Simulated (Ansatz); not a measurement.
**SiPNH8: frequency calculation**

SiPNH8, computed with RHF/def2-SVP (Ansatz 0.2.0).

It belongs to a series of runs on one base structure; here: vibrations at the highest image of the band.

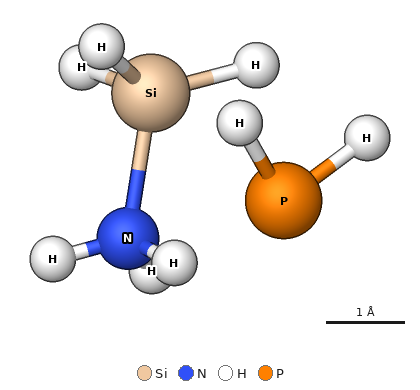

Figure 1. The input geometry (ball-and-stick view, seen at a tilt). Bond lengths as drawn: H–N 1.01 to 1.04 Å, H–P 1.42 Å, H–Si 1.46 to 1.50 Å and N–Si 1.89 Å.

Results in brief

```json
{"quantity": "outcome", "value": "converged"}
{"quantity": "total energy", "value": "−18733.8424 eV"}
{"quantity": "mean-field energy", "value": "−18733.8424 eV"}
{"quantity": "largest force (length of the vector)", "value": "0.009 eV/Å"}
{"quantity": "hardware", "value": "1 thread of Arm Neoverse V2, 24 GiB of memory available, shared host"}
{"quantity": "wall time", "value": "71 s"}
{"quantity": "peak memory", "value": "0.15 GiB"}
```

Input file
```yaml
crystal:
  periodic: [false, false, false]
  atoms:
    - { symbol: Si, position_ang: [-0.04649, -0.035115, 0.147498] }
    - { symbol: "N", position_ang: [0.106531, -0.065505, 2.031175] }
    - { symbol: H, position_ang: [-0.782549, -0.13389, 2.508174] }
    - { symbol: H, position_ang: [0.61008, 0.726309, 2.408199] }
    - { symbol: H, position_ang: [1.231333, 0.259689, -0.497787] }
    - { symbol: H, position_ang: [-0.838644, 1.233573, 0.097265] }
    - { symbol: H, position_ang: [-0.934959, -1.086917, -0.342878] }
    - { symbol: P, position_ang: [1.633075, -2.644369, 0.960329] }
    - { symbol: H, position_ang: [0.764092, -3.336364, 0.078867] }
    - { symbol: H, position_ang: [2.546149, -2.229043, -0.042064] }
    - { symbol: H, position_ang: [0.656283, -0.939567, 2.154224] }
basis:
  gaussian: { orbitals: def2-SVP }
hamiltonian:
  xc: hf
phonons: {}
```

Launched with:
```bash
ansatz run input.yaml --threads 1 --pin off --max-ram 2048MiB --backend cpu --events-out ev --progress --plain --runs-dir out
```

Output
```
Engine: ansatz 0.2.0, aarch64-unknown-linux-gnu
Functional definition: HF
  exchange = exact_x
  correlation = 0
940 factors; integrals over basis functions are off by at most 3.9e-4 eV
mean field evaluation 1: about -18731.8615 eV, gradient 2.3e1 eV
mean field evaluation 2: about -18731.8958 eV, gradient 2.3e1 eV
mean field evaluation 4: about -18733.8179 eV, gradient 2.5e0 eV
mean field evaluation 8: about -18733.8423 eV, gradient 1.3e-1 eV
mean field -18733.84240280 eV, -688.4560100483 hartree, gradient 2.3e-5 eV, S^2 0.000000; 0 other end points of the search recorded, 0 dependent functions left out
the calculation of the forces begins
reference -18733.84240280 eV, -688.4560100483 hartree; 22, 22 occupied and 68, 68 virtual orbitals, 940 factors
these checks for a lower state are left out or cut short: stability, starts, cluster_reference, orbital_swaps, neighbouring_geometries, increment
940 factors; integrals over basis functions are off by at most 3.9e-4 eV
mean field evaluation 16: about -18733.8423 eV, gradient 1.1e-4 eV
mean field -18733.84228678 eV, -688.4560057847 hartree, gradient 2.8e-6 eV, S^2 0.000000; 0 other end points of the search recorded, 0 dependent functions left out
[... from here on the field's lines of each further geometry are left out, up to the last ...]
the calculation of the forces begins
reference -18733.84238016 eV, -688.4560092166 hartree; 22, 22 occupied and 68, 68 virtual orbitals, 940 factors
these checks for a lower state are left out or cut short: stability, starts, cluster_reference, orbital_swaps, neighbouring_geometries, increment
940 factors; integrals over basis functions are off by at most 3.9e-4 eV
mean field -18733.84238738 eV, -688.4560094819 hartree, gradient 1.2e-6 eV, S^2 0.000000; 0 other end points of the search recorded, 0 dependent functions left out
the calculation of the forces begins
reference -18733.84238738 eV, -688.4560094819 hartree; 22, 22 occupied and 68, 68 virtual orbitals, 940 factors
WARN: phonons: modes at or below zero, which the zero-point energy, F, S and C_V leave out: 1, the lowest at -228.29 cm⁻¹. A minimum has none, and a first-order saddle one
Total energy: -18733.84240280 eV, -688.4560100483 hartree
Atom 0 at    -0.046490    -0.035115     0.147498 Å, force    -0.000154    -0.001375    -0.003356 eV/Å
Atom 1 at     0.106531    -0.065505     2.031175 Å, force     0.005529    -0.003886     0.006035 eV/Å
Atom 2 at    -0.782549    -0.133890     2.508174 Å, force    -0.000101    -0.000245     0.000250 eV/Å
Atom 3 at     0.610080     0.726309     2.408199 Å, force    -0.000963     0.000571     0.000526 eV/Å
Atom 4 at     1.231333     0.259689    -0.497787 Å, force    -0.000444    -0.000017    -0.000434 eV/Å
Atom 5 at    -0.838644     1.233573     0.097265 Å, force     0.000079     0.000034     0.000157 eV/Å
Atom 6 at    -0.934959    -1.086917    -0.342878 Å, force     0.000030     0.000624    -0.000630 eV/Å
Atom 7 at     1.633075    -2.644369     0.960329 Å, force     0.001108    -0.002474    -0.003165 eV/Å
Atom 8 at     0.764092    -3.336364     0.078867 Å, force     0.000681     0.000204     0.001024 eV/Å
Atom 9 at     2.546149    -2.229043    -0.042064 Å, force    -0.000264    -0.000275     0.001024 eV/Å
Atom 10 at     0.656283    -0.939567     2.154224 Å, force    -0.005501     0.006839    -0.001431 eV/Å
Dipole moment:    -0.833928     1.402933     0.524254 e Å
Vibrations: -228.29 45.06 207.76 263.78 304.82 316.40 445.68 570.27 591.08 625.64 911.03 916.17 950.47 1064.02 1112.08 1193.78 1380.01 1685.16 1755.41 2246.11 2425.38 2455.37 2487.83 2488.75 3158.94 3683.47 3768.18 cm⁻¹, zero-point energy 2.296971 eV
```

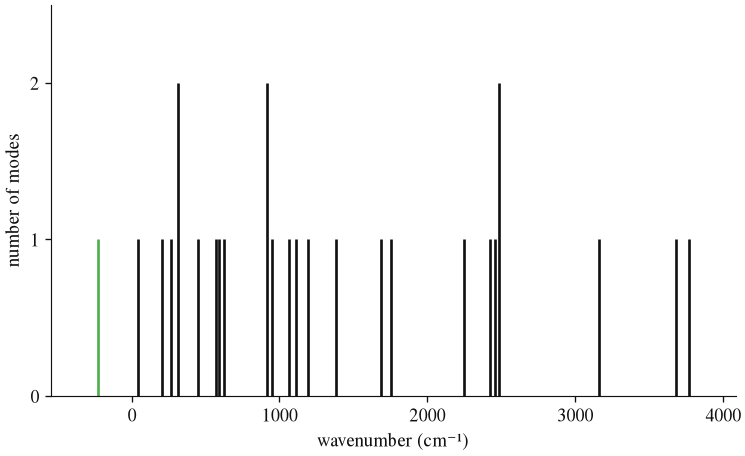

Figure 2. Harmonic vibrational wavenumbers from the force constants; neighbouring modes closer than 18 cm⁻¹ are counted in one stick, and imaginary ones are drawn at negative wavenumbers. 27 modes from 228i to 3768 cm⁻¹, 1 imaginary beyond 8i (228i cm⁻¹): a first-order saddle point, if the geometry is stationary.
